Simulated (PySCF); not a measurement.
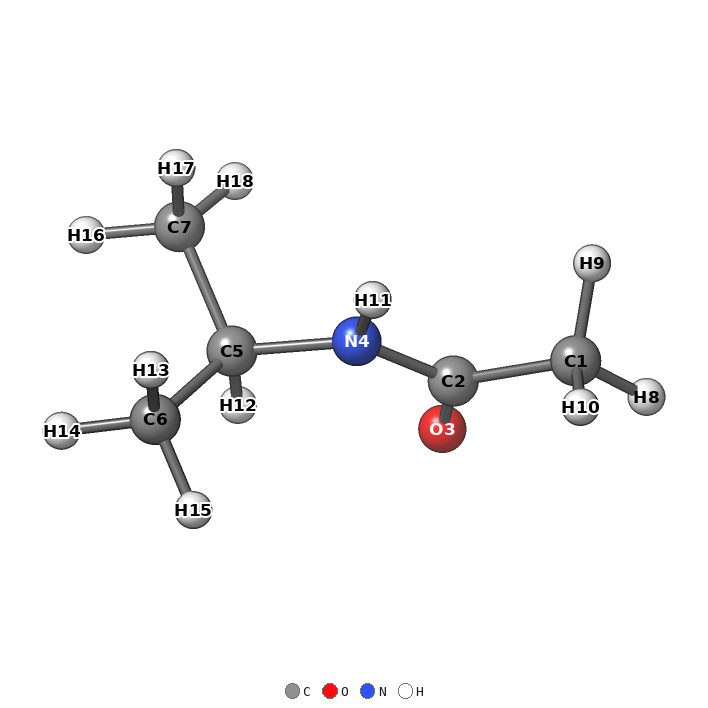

Computed geometry: PBE0-D3(BJ)/def2-SVP optimisation. No frequency run is at hand to confirm it as a minimum. Electric field gradients from the ground-state density, PBE0/pcSseg-1 (PySCF 2.14.0), non-relativistic apart from any core potentials.

Give the largest field-gradient component, the quadrupole coupling constant and the asymmetry for 17O at O3 (Q = −25.6 mb), 14N at N4 (Q = 20.44 mb).

```json
{"atom": "O3", "V_zz (a.u.)": "−1.627", "e²qQ/h (MHz)": "9.79", "η": "0.02"}
{"atom": "N4", "V_zz (a.u.)": "−1.005", "e²qQ/h (MHz)": "−4.83", "η": "0.06"}
```
